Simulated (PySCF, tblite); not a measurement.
# C₅H₅N₂Si radical: geometry, infrared bands and EPR parameters

Aim: predict the infrared bands and EPR parameters of C₅H₅N₂Si radical (`C#C[SiH][C@H](C#N)N=C`).

The runs use tblite 0.8.0 and PySCF 2.14.0, with density-fitted response routines of our own; the level of theory stands in each step. All values are computed, except where a source is named. Atoms count from 0, in the outputs and in this text.

### 1 The molecule as given

13 atoms, charge 0, multiplicity 2; geometry from: force field or distance geometry start.

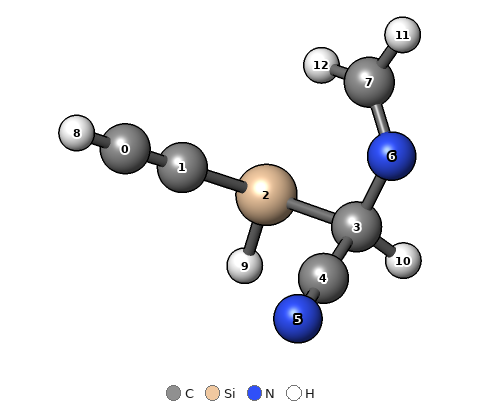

The starting geometry (carbon grey, silicon light orange, nitrogen blue, hydrogen white), atoms numbered.

### 2 Optimising the geometry with GFN2-xTB

Job settings and geometry (Å):

```
{"job": {"kind": "relax", "xc": "GFN2-xTB", "basis": "xTB"}, "charge": 0, "multiplicity": 2}
C      2.691300     0.601500    -0.302700
C      1.745600     0.002900     0.204300
Si     0.355900    -0.884800     0.969100
C     -1.124500    -0.755300    -0.190400
C     -0.612900    -0.978900    -1.532700
N     -0.220500    -1.142600    -2.601700
N     -1.646600     0.571000    -0.152400
C     -1.237100     1.487700     0.638400
H      3.492800     1.121700    -0.760700
H      0.659500    -2.307900     1.112300
H     -1.908600    -1.514800     0.092600
H     -1.747000     2.452600     0.543500
H     -0.452300     1.347500     1.378900
```

Launch:

```bash
> OMP_NUM_THREADS=1 python probes_run.py task.json out
```

One launch serves the whole session: the jobs run in the order shown.

The program printed:

```text
step      E/eV     max force
  0    -560.43898    2.630
  1    -560.42836    5.904
  2    -560.59791    1.734
  3    -560.62447    2.008
  4    -560.67213    0.696
  5    -560.69510    1.748
  6    -560.70558    1.663
  7    -560.72624    0.433
  8    -560.73711    0.276
  9    -560.75126    0.526
 10    -560.75781    0.307
 11    -560.76151    0.146
 12    -560.76419    0.180
 13    -560.76678    0.221
 14    -560.76944    0.168
 15    -560.77250    0.138
 16    -560.77517    0.162
 17    -560.77692    0.119
 18    -560.77810    0.126
 19    -560.77907    0.111
 20    -560.77992    0.108
 21    -560.78064    0.096
 22    -560.78133    0.074
 23    -560.78218    0.111
 24    -560.78319    0.128
 25    -560.78407    0.110
 26    -560.78457    0.056
 27    -560.78483    0.048
 28    -560.78504    0.051
 29    -560.78524    0.055
 30    -560.78545    0.037
 31    -560.78570    0.057
 32    -560.78604    0.072
 33    -560.78649    0.087
 34    -560.78693    0.083
 35    -560.78728    0.056
 36    -560.78758    0.052
 37    -560.78803    0.077
 38    -560.78878    0.115
 39    -560.78977    0.118
 40    -560.79064    0.076
 41    -560.79121    0.056
 42    -560.79159    0.073
 43    -560.79199    0.079
 44    -560.79249    0.059
 45    -560.79302    0.066
 46    -560.79356    0.080
 47    -560.79414    0.110
 48    -560.79465    0.094
 49    -560.79500    0.051
 50    -560.79522    0.073
 51    -560.79540    0.058
 52    -560.79554    0.049
 53    -560.79562    0.017
 54    -560.79565    0.015
 55    -560.79570    0.024
 56    -560.79577    0.035
 57    -560.79587    0.039
 58    -560.79596    0.027
 59    -560.79601    0.017
 60    -560.79605    0.017
 61    -560.79610    0.031
 62    -560.79619    0.044
 63    -560.79632    0.049
 64    -560.79645    0.051
 65    -560.79657    0.043
 66    -560.79670    0.038
 67    -560.79683    0.035
 68    -560.79692    0.022
 69    -560.79697    0.019
 70    -560.79701    0.022
 71    -560.79706    0.030
 72    -560.79715    0.045
 73    -560.79728    0.049
 74    -560.79745    0.038
 75    -560.79758    0.030
 76    -560.79767    0.031
 77    -560.79783    0.039
 78    -560.79799    0.042
 79    -560.79814    0.038
 80    -560.79825    0.041
 81    -560.79833    0.071
 82    -560.79843    0.069
 83    -560.79853    0.043
 84    -560.79862    0.022
 85    -560.79864    0.018
 86    -560.79866    0.025
 87    -560.79872    0.033
 88    -560.79876    0.022
 89    -560.79881    0.027
 90    -560.79890    0.030
 91    -560.79899    0.031
 92    -560.79917    0.042
 93    -560.79926    0.060
 94    -560.79938    0.056
 95    -560.79948    0.028
 96    -560.79957    0.025
 97    -560.79965    0.050
 98    -560.79978    0.084
 99    -560.79994    0.107
100    -560.80009    0.188
101    -560.80049    0.079
102    -560.80074    0.093
103    -560.80097    0.075
104    -560.80112    0.074
105    -560.80152    0.134
106    -560.80192    0.254
107    -560.80185    0.304
108    -560.80287    0.356
109    -560.80329    0.323
110    -560.80514    0.166
111    -560.80570    0.310
112    -560.80763    0.198
113    -560.80957    0.149
114    -560.81185    0.371
115    -560.81562    0.233
116    -560.82085    0.315
117    -560.81930    0.826
118    -560.82956    0.322
119    -560.83309    0.227
120    -560.83399    0.380
121    -560.83691    0.239
122    -560.83902    0.108
123    -560.84494    0.229
124    -560.84870    0.235
125    -560.85355    0.199
126    -560.85990    0.225
127    -560.86497    0.243
128    -560.86957    0.256
129    -560.84859    1.020
130    -560.87606    0.162
131    -560.87834    0.178
132    -560.88094    0.224
133    -560.88191    0.124
134    -560.88270    0.181
135    -560.88394    0.128
136    -560.88461    0.126
137    -560.88526    0.093
138    -560.88601    0.133
139    -560.88678    0.199
140    -560.88760    0.215
141    -560.88854    0.176
142    -560.88924    0.137
143    -560.88969    0.076
144    -560.89008    0.048
145    -560.89025    0.029
146    -560.89041    0.041
147    -560.89055    0.038
148    -560.89068    0.022
149    -560.89076    0.033
150    -560.89083    0.048
151    -560.89091    0.044
152    -560.89098    0.028
153    -560.89103    0.014
154    -560.89106    0.017
155    -560.89109    0.022
156    -560.89114    0.027
157    -560.89121    0.037
158    -560.89131    0.049
159    -560.89145    0.053
160    -560.89167    0.046
161    -560.89200    0.046
162    -560.89255    0.072
163    -560.89344    0.101
164    -560.89465    0.120
165    -560.89575    0.109
166    -560.89648    0.109
167    -560.89703    0.093
168    -560.89752    0.063
169    -560.89791    0.050
170    -560.89816    0.057
171    -560.89829    0.088
172    -560.89842    0.026
173    -560.89849    0.017
174    -560.89853    0.026
175    -560.89854    0.012
176    -560.89855    0.008
```

Run time: 1.2 s. Hardware: 1 thread of Arm Neoverse V1, shared host.

Step by step: (not every step is listed) (the energy doesn't fall at every step)

```csv
step,energy from step 0 (eV),largest force (eV/Å)
0,0.0000,2.6303
1,0.0106,5.9037
2,-0.1589,1.7337
3,-0.1855,2.0077
4,-0.2332,0.6955
5,-0.2561,1.7480
6,-0.2666,1.6626
7,-0.2873,0.4326
8,-0.2981,0.2762
24,-0.3442,0.1279
40,-0.3517,0.0756
56,-0.3568,0.0345
72,-0.3582,0.0447
88,-0.3598,0.0217
104,-0.3621,0.0737
120,-0.3950,0.3799
136,-0.4456,0.1262
152,-0.4520,0.0280
168,-0.4585,0.0629
171,-0.4593,0.0884
172,-0.4594,0.0265
173,-0.4595,0.0170
174,-0.4596,0.0258
175,-0.4596,0.0122
176,-0.4596,0.0081
```

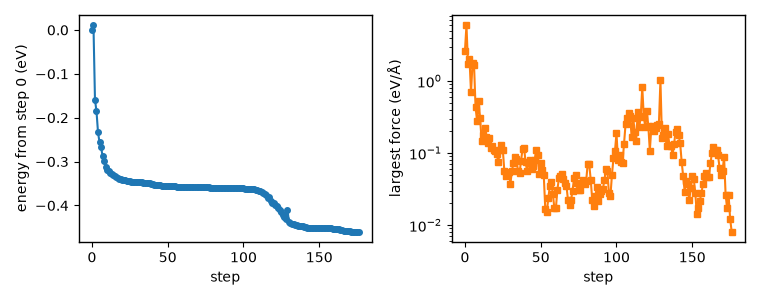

Energy and force, step by step.

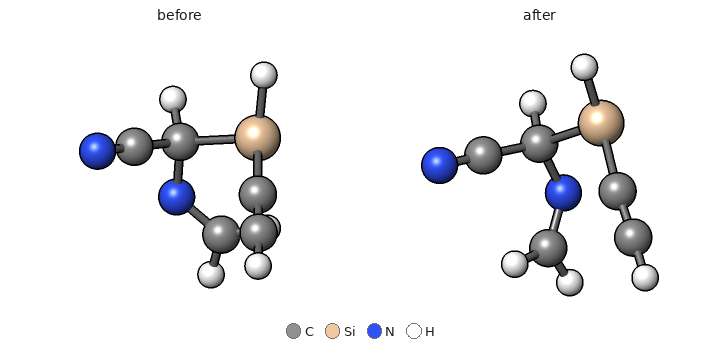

The geometry before (left) and after (right).

Close pairs (by a distance rule), those that changed most:

```csv
bond,before (Å),after (Å),change (Å)
Si2–C3,1.885,1.944,+0.059
C3–H10,1.128,1.096,-0.032
N6–C7,1.278,1.255,-0.023
C0–C1,1.229,1.208,-0.021
C3–C4,1.454,1.433,-0.020
C7–H11,1.095,1.080,-0.016
C0–H8,1.060,1.052,-0.008
C1–Si2,1.818,1.825,+0.007
```

The end geometry stands in the next job.

### 3 Harmonic vibrations with GFN2-xTB

Job settings and geometry (Å):

```
{"job": {"kind": "ir", "xc": "GFN2-xTB", "basis": "xTB"}, "charge": 0, "multiplicity": 2}
C      2.714386     0.697408     0.338126
C      1.887943    -0.175971     0.450986
Si     0.590132    -1.406996     0.812597
C     -1.105261    -0.791350     0.086498
C     -0.959233    -0.816782    -1.339310
N     -0.799383    -0.826498    -2.475001
N     -1.398126     0.468208     0.690478
C     -1.178496     1.557254     0.107656
H      3.443057     1.442287     0.194907
H      0.874618    -2.776520     0.403121
H     -1.887164    -1.498030     0.386612
H     -1.400195     2.464861     0.648908
H     -0.786666     1.662615    -0.907049
```

The program printed:

```text
mode    cm-1     km/mol
  1      34.0      0.88
  2      58.3      0.55
  3     106.7     12.45
  4     120.6      2.54
  5     157.5      5.93
  6     197.2      4.60
  7     225.2      6.58
  8     275.9     18.77
  9     371.7      6.73
 10     404.3     24.55
 11     453.4      6.88
 12     584.5     52.88
 13     600.8     42.28
 14     624.5     37.16
 15     627.3      3.23
 16     683.0     44.73
 17     708.3     23.87
 18     777.8     45.73
 19     947.8     41.13
 20     965.2      8.38
 21    1027.2     22.80
 22    1073.1     16.22
 23    1149.5      5.78
 24    1247.5      3.62
 25    1424.0      5.18
 26    1727.3     26.13
 27    2140.6     10.45
 28    2311.1    304.66
 29    2362.0    286.19
 30    2910.1      8.74
 31    2915.1     62.56
 32    3079.0     21.39
 33    3357.8      8.18
```

Run time: 0.45 s. Hardware: 1 thread of Arm Neoverse V1, shared host.

The strongest bands and the atoms that carry them (share of the mass-weighted mode):

```csv
cm⁻¹,km/mol,atoms
584,52.9,H9 83 %
601,42.3,"C3 24 %, H11 21 %, Si2 12 %, H12 11 %"
683,44.7,"H8 81 %, C0 16 %"
778,45.7,"C3 25 %, Si2 24 %, H11 13 %"
948,41.1,C3 65 %
2311,304.7,H9 96 %
2362,286.2,"C4 59 %, N5 40 %"
2915,62.6,H12 91 %
```

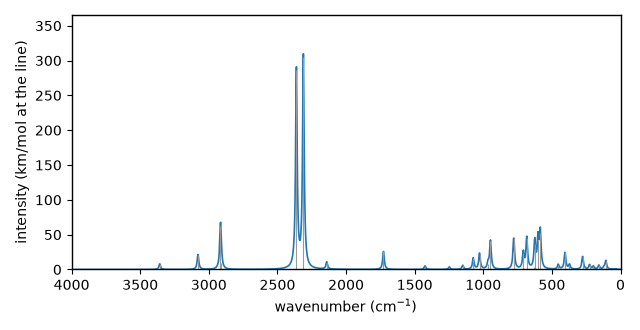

The infrared spectrum from these modes, unscaled. Lines are broadened to a width of 14 cm⁻¹ (Lorentzian).

### 4 g tensor and hyperfine couplings: B3LYP/pcH-1

The job, as its differences from that of step 3:

```diff
@@ -1,2 +1,2 @@
-{"job": {"kind": "ir", "xc": "GFN2-xTB", "basis": "xTB"}, "charge": 0, "multiplicity": 2}
+{"job": {"kind": "epr", "basis": "pcH-1"}, "charge": 0, "multiplicity": 2}
 C      2.714386     0.697408     0.338126
```

With the program's defaults for keys left out, this is: UKS B3LYP, pcH-1 on C H N Si, non-relativistic, mean-field spin-orbit, GIAO.

The program printed:

```text
UKS, coarse grid
  cycle   1  E = -592.31168269  |g| = 4.40e-01
  cycle   2  E = -592.07395982  |g| = 8.36e-01
  cycle   3  E = -592.39513042  |g| = 1.76e-01
  cycle   4  E = -592.40700108  |g| = 7.01e-02
  cycle   5  E = -592.40881782  |g| = 3.18e-02
  cycle   6  E = -592.40926359  |g| = 8.87e-03
  cycle   7  E = -592.40930768  |g| = 3.78e-03
  cycle   8  E = -592.40931461  |g| = 1.72e-03
  cycle   9  E = -592.40931531  |g| = 6.30e-04
UKS, final grid
  cycle   1  E = -592.40930228  |g| = 9.87e-04
  cycle   2  E = -592.40930089  |g| = 2.01e-03
  cycle   3  E = -592.40930283  |g| = 2.73e-04
  cycle   4  E = -592.40930288  |g| = 1.02e-04
  cycle   5  E = -592.40930290  |g| = 1.15e-04
  cycle   6  E = -592.40930291  |g| = 2.89e-05
  cycle   7  E = -592.40930291  |g| = 1.17e-05
E = -592.40930291 Eh   <S^2> = 0.7549 (exact 0.7500)
g shifts (ppm)      1          2          3
  rmc          -147       -147       -147
  gc              9         76         60
  oz_so        -181        164       1086
  total        -319         92        998
hyperfine (MHz)  atom isotope    a_iso     a_fc   dipolar eigenvalues
    0   13C      16.17      16.25    -14.24    -12.02     26.27
    1   13C      16.05      16.03     -9.65     -0.83     10.48
    2  29Si    -531.04    -532.19   -167.09     82.99     84.10
    3   13C      14.23      14.21     -3.30     -2.92      6.22
    4   13C      19.77      19.77     -3.62     -0.81      4.43
    5   14N       1.36       1.36     -2.51     -2.26      4.77
    6   14N       2.47       2.47     -0.46     -0.11      0.57
    7   13C      -0.71      -0.71     -1.09      0.15      0.94
    8    1H     -13.25     -13.24     -6.99     -0.98      7.96
    9    1H      54.73      54.72     -9.03      0.95      8.09
   10    1H       0.91       0.91     -3.78     -2.37      6.15
   11    1H       0.12       0.12     -0.79     -0.63      1.42
   12    1H       0.36       0.36     -1.14     -0.70      1.84
```

Wall time 81 s (1 thread of Arm Neoverse V1, shared host); peak memory 0.96 GiB.

Principal g values 2.00200, 2.00241, 2.00332; g(iso) = 2.00258, against 2.00232 for a free electron.

Hyperfine couplings, nucleus by nucleus at this fixed geometry (no averaging over rotations):

```csv
nuclei,isotope,a(iso) (MHz),"a(iso) (G, at g = 2.0023)",largest dipolar term (MHz)
Si2,29Si,-531.0,-189.5,-167.1
H9,1H,54.7,19.5,-9.0
C4,13C,19.8,7.1,4.4
C0,13C,16.2,5.8,26.3
C1,13C,16.1,5.7,10.5
C3,13C,14.2,5.1,6.2
H8,1H,-13.3,-4.7,8.0
N6,14N,2.5,0.9,0.6
N5,14N,1.4,0.5,4.8
H10,1H,0.9,0.3,6.1
C7,13C,-0.7,-0.3,-1.1
H12,1H,0.4,0.1,1.8
H11,1H,0.1,0.0,1.4
```

Mulliken spin populations:

C0 0.18; C1 -0.10; Si2 0.89; C3 0.00; C4 -0.02; N5 0.05; N6 0.00; C7 -0.01; H8 -0.01; H9 0.01; H10 0.00; H11 0.00; H12 0.00

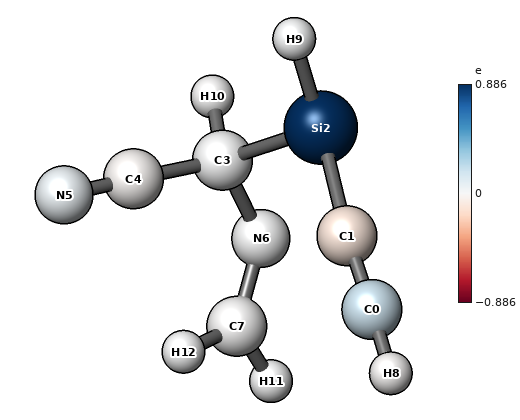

Mulliken spin populations, as colours on the atoms.

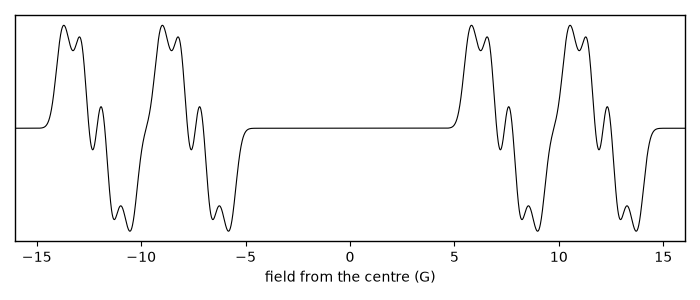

First-order isotropic spectrum (first derivative, main isotopes with spin only, couplings over 0.8 MHz, Gaussian width 0.3 G; couplings of the frozen geometry, rotation of groups not averaged beyond the rows shown).

Orbitals, density, ELF and potential are computed afterwards from the orbital file.

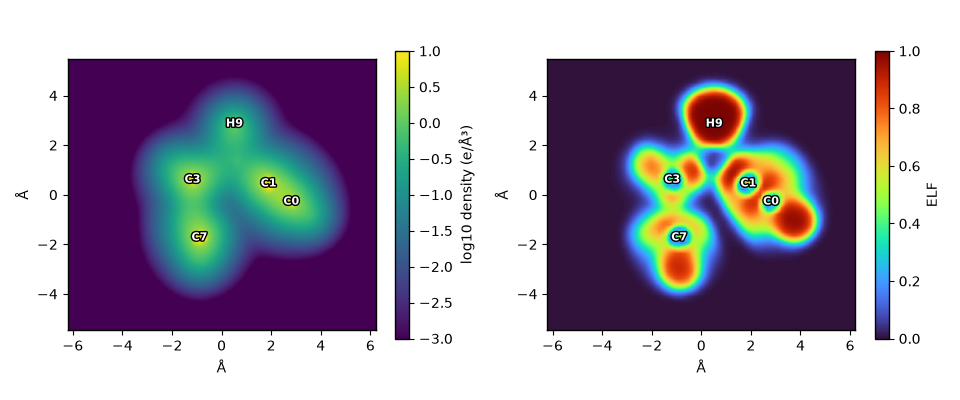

Density (left) and ELF (right) in a plane through or near 5 of the atoms.

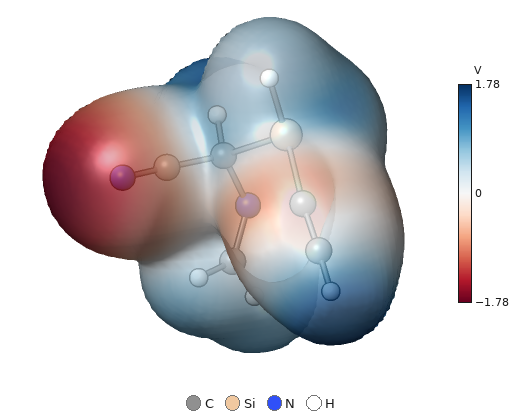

The potential that a unit positive charge feels on the 0.002 e/bohr³ surface, from -1.68 V near N5 to 1.78 V near H8.

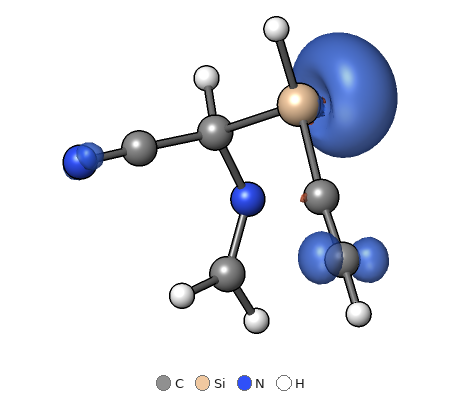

Spin density at ±0.06 e/Å³ (alpha excess blue, beta excess red).

### 5 Outcome

```
                                 quantity                    value
strongest single infrared mode (GFN2-xTB)    2311 cm⁻¹, 305 km/mol
             zero-point energy (GFN2-xTB)            51.0 kcal/mol
                           g(iso) (B3LYP)                  2.00258
                                     ⟨S²⟩       0.755 (exact 0.75)
                           largest a(iso)  29Si on Si2, -531.0 MHz
    surface potential, least and greatest       -1.68 V and 1.78 V
```

**Reading.** Relaxing lowered the energy by 0.460 eV in 176 steps; the close pair that moved most is Si2–C3, from 1.885 to 1.944 Å. All 33 modes are real, so the xTB geometry is a minimum. The strongest single mode, at 2311 cm⁻¹, moves mainly H9. Unscaled tight-binding wavenumbers are off by several per cent, some by more. Its intensities can rank the bands wrongly. Most of the unpaired spin sits on Si2 (0.89 e). The isotropic g lies 0.3 ppt above the free-electron value.
